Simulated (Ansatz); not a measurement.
## Run report: SiH$_{5}$Cl$_{2}$OF, single-point calculation

- system: SiH$_{5}$Cl$_{2}$OF
- method: RKS PBE0-D4/def2-TZVPP (Ansatz 0.2.0)

The geometry is a transition state. The geometry comes from this level: PBE0-D4/def2-TZVP.

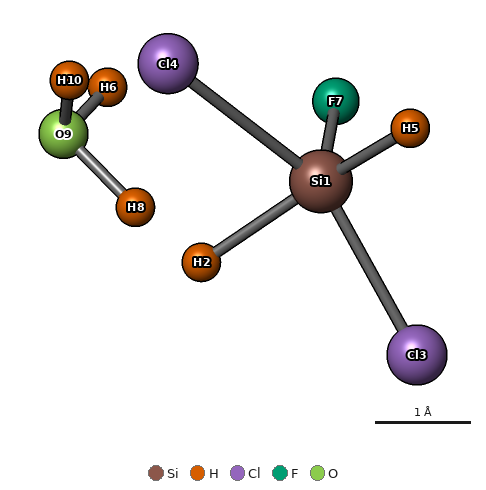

Figure 1. The structure (ball-and-stick view, seen at a tilt; atoms are numbered from 1 in the order of the input).

**Input**
```yaml
crystal:
  periodic: [false, false, false]
  atoms:
    - {symbol: Si, position_ang: [-0.908690, 0.510406, -0.564583]}
    - {symbol: H, position_ang: [0.417010, -0.279410, -0.980449]}
    - {symbol: Cl, position_ang: [-1.600657, -0.165830, -2.428122]}
    - {symbol: Cl, position_ang: [0.564436, 1.770165, 0.640539]}
    - {symbol: H, position_ang: [-1.815374, 1.666224, -0.495387]}
    - {symbol: H, position_ang: [0.869880, -1.401752, 1.407084]}
    - {symbol: F, position_ang: [-1.364570, -0.542172, 0.569053]}
    - {symbol: H, position_ang: [0.927385, -0.715646, -0.135280]}
    - {symbol: O, position_ang: [1.488141, -0.904823, 0.848913]}
    - {symbol: H, position_ang: [1.422440, 0.062837, 1.138332]}
basis:
  gaussian: {orbitals: def2-TZVPP}
hamiltonian: {xc: pbe0, dispersion: d4}
output: {orbitals: {seedname: orbitals}}
```

Hardware: 8 threads of Arm Neoverse V2, 23 GiB of memory available, shared host.

Launched with:
```bash
ansatz run in.yaml --threads 8 --pin off --events-out ev --progress --plain --max-ram 19148MiB
```

**The program's output**
```
Functional definition: PBE0
  name "PBE0"
  cite "Adamo & Barone, J. Chem. Phys. 110, 6158 (1999) doi:10.1063/1.478522"
  cite "Perdew, Burke & Ernzerhof, Phys. Rev. Lett. 77, 3865 (1996) doi:10.1103/PhysRevLett.77.3865"
  parent pbe
  parameter a = 0.25
  parameter kappa = 0.804
  parameter beta = 0.06672455060314922
  exchange = (1 - a)*pbe_x(kappa = kappa, mu = beta*pi^2/3) + a*exact_x
  correlation = pbe_c(beta = beta)
1543 factors; their error is unknown
mean field evaluation 1: about -37753.9193 eV, gradient 5.0e1 eV
mean field evaluation 2: about -37750.3334 eV, gradient 7.0e1 eV
mean field evaluation 4: about -37757.5213 eV, gradient 1.8e0 eV
mean field evaluation 8: about -37757.5263 eV, gradient 1.8e-1 eV
mean field evaluation 16: about -37757.6184 eV, gradient 2.6e-4 eV
mean field -37757.61842537 eV, -1387.5668840994 hartree, gradient 4.4e-5 eV, S^2 0.000000; 0 other end points of the search recorded, 0 dependent functions left out
reference -37757.61845428 eV, -1387.5668851619 hartree; 35, 35 occupied and 223, 223 virtual orbitals, 1543 factors
Total energy: -37757.82237567 eV, -1387.5743791348 hartree
```

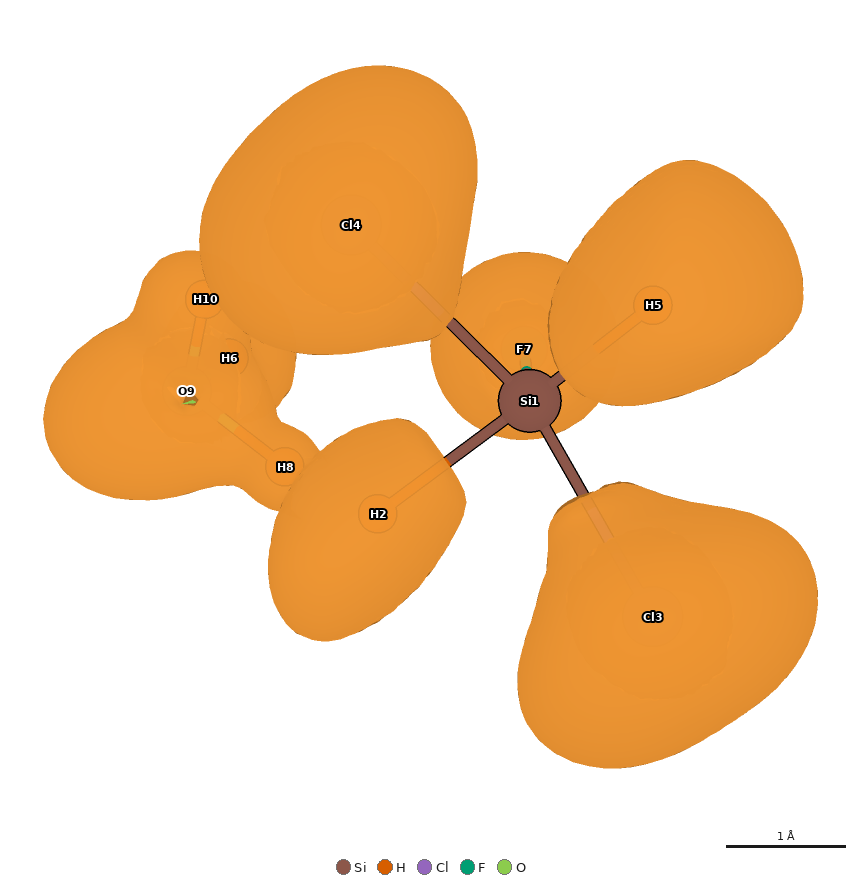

Figure 2. Isosurface of the ELF at 0.75 (orange), seen at a tilt. Only the valence region is drawn (cores and ρ < 0.01 e/Å³ removed). Along the contacts the grid gives the following. H2···H8 (1.08 Å): the ELF is about 0.90 at the midpoint (a non-bonded, intermolecular contact). Si–F (1.61 Å): the ELF peaks at about 0.85 between the atoms, which marks a polar covalent bond.

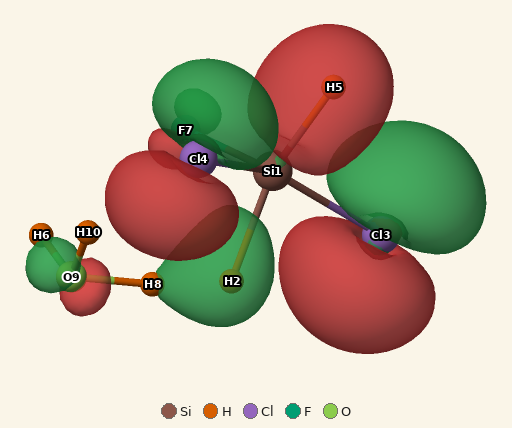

Figure 3. The HOMO at ±0.1 Å⁻³ᐟ² (green and red are the two phases), seen at an oblique angle. Its energy is −8.24 eV.

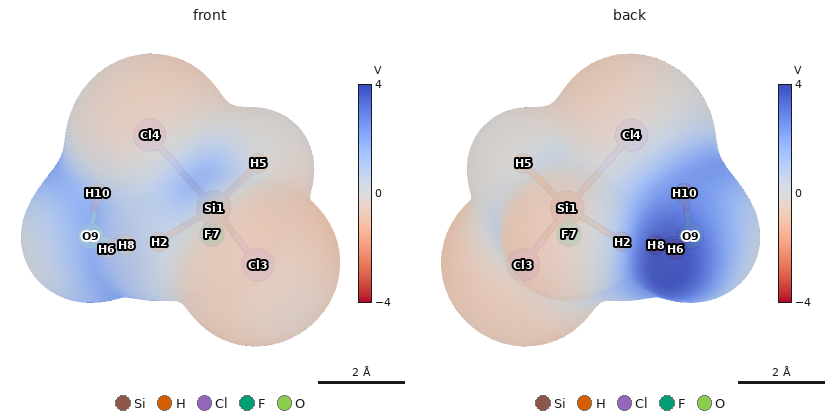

Figure 4. The molecular electrostatic potential painted on the density surface at 0.002 e/bohr³, seen at a tilt and from behind; the colour scale runs from red (negative) to blue (positive).

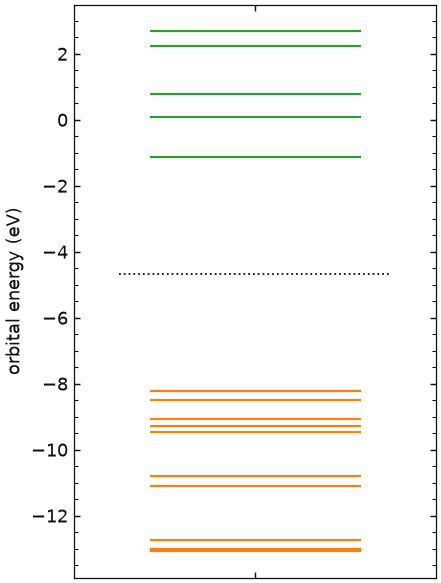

Figure 5. Orbital energies near the frontier; the dotted line parts filled from empty levels, and levels within 0.02 eV of each other stand side by side. Highest filled −8.24 eV, lowest empty −1.11 eV, 7.13 eV apart.

**Summary**

- outcome: converged
- total energy: −37757.8224 eV
- mean-field energy: −37757.6185 eV
- dispersion energy: −0.2039 eV
- SCF solution under orbital rotations: stable
- HOMO: −8.24 eV
- LUMO: −1.11 eV
- wall time: 2.1 s (CPU time 15 s)
- peak memory: 0.79 GiB
